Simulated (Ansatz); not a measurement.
# BS (charge +1): test of scalar relativity in Python

Wanted for BS (charge +1): a test of scalar relativity.

All numbers are computed with Ansatz 0.2.0, driven from Python. The levels of theory stand in the script.

## (1) The system

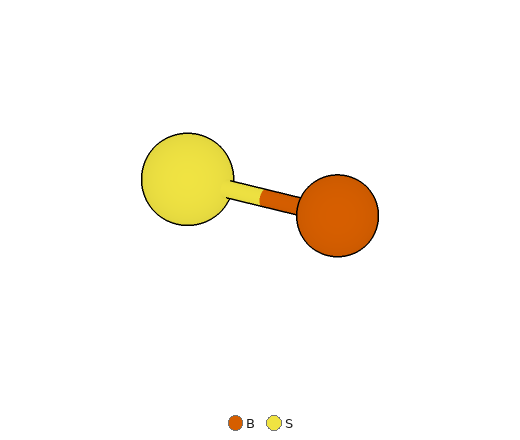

The starting structure, viewed from a chosen angle; boron orange, sulfur yellow.

The script holds or builds the structure itself.

## (2) Script

x2c_bs.py reads:

```python
# -*- coding: utf-8 -*-
import logging
import sys

import ansatz as az
import numpy as np

logging.basicConfig(stream=sys.stdout, format='%(name)s: %(message)s')
logger = logging.getLogger('bs')
logger.setLevel(logging.INFO)


def main():
    geometry_ang = [
        ('B', [0.0, 0.0, 0.0]),
        ('S', [0.0, 0.0, 1.9]),
    ]
    bs = az.Crystal.molecule()
    for symbol, xyz in geometry_ang:
        bs = bs.atom(symbol, xyz)

    model = bs.calculation().functional('PBE0').charge(1).spin('collinear', total=2).forces()
    sets = {'none': 'cc-pVTZ', 'scalar': 'cc-pVTZ-DK'}
    found = {kind: model.basis(gaussian=basis).pseudopotentials(relativity=kind).run(threads=1).report for kind, basis in sets.items()}
    for kind, each in found.items():
        dipole = 4.803205 * np.linalg.norm(each['charge_distribution']['dipole_moment_e_ang'])
        logger.info(f'{kind:7s} E = {each["free_energy_ev"]:.4f} eV  dipole {dipole:.3f} D  largest force component {np.abs(each["forces_ev_ang"]).max():.4f} eV/A')
    logger.info(f'relativity lowers the total energy by {found["none"]["free_energy_ev"] - found["scalar"]["free_energy_ev"]:.3f} eV')


if __name__ == '__main__':
    main()
```

## (3) The calls as engine input

The package turns the script's settings into the engine's input (first run):

```yaml
crystal:
  periodic: [false, false, false]
  atoms:
    - { symbol: B, position_ang: [0.0, 0.0, 0.0] }
    - { symbol: S, position_ang: [0.0, 0.0, 1.9] }
basis:
  gaussian:
    orbitals: cc-pVTZ
hamiltonian:
  xc: pbe0
  pseudopotentials:
    relativity: none
magnetization:
  spin_polarized: true
  initial_magnetization: 2.0
total_charge: 1.0
output:
  forces: true
```

## (4) Launch

Run with:

```console
> python x2c_bs.py
```

The log of the run:

```text
bs: none    E = -11493.9120 eV  dipole 3.085 D  largest force component 3.3334 eV/A
bs: scalar  E = -11523.7474 eV  dipole 3.068 D  largest force component 3.3218 eV/A
bs: relativity lowers the total energy by 29.835 eV
```

It took 3 s on 1 thread of Arm Neoverse V1, shared host; peak memory 0.18 GiB.

## (5) What changed from run to run

The engine's inputs for the other runs:

Run 2, against run 1:

```diff
@@ -8 +8 @@
-    orbitals: cc-pVTZ
+    orbitals: cc-pVTZ-DK
@@ -12 +12 @@
-    relativity: none
+    relativity: scalar
```

## (6) Run by run

From the records of these 2 runs:

```
run       basis  relativity  energy (eV)  <S²>  SCF cycles  CPU time (s)
  1     cc-pVTZ        none  -11493.9120  2.01          19           1.2
  2  cc-pVTZ-DK      scalar  -11523.7474  2.01          19           1.2
```

## (7) Outcome

| quantity | value |
| --- | --- |
| relativistic lowering of the total energy | 29.835 eV |
| runs compared | 2 |

What this shows: Both runs converged. Reading the output:
- The geometry is a force-field or estimated start, not a minimum of this method. The basis set changes with the Hamiltonian (a set recontracted for scalar relativity), and most of the change in the total lies in the cores.
- The species is open-shell (spin multiplicity 3).
- An ion's dipole depends on the origin; the program takes it about the centre of nuclear charge.
- The spin state was assumed, and another may lie lower. The dipole of an ion depends on the origin.
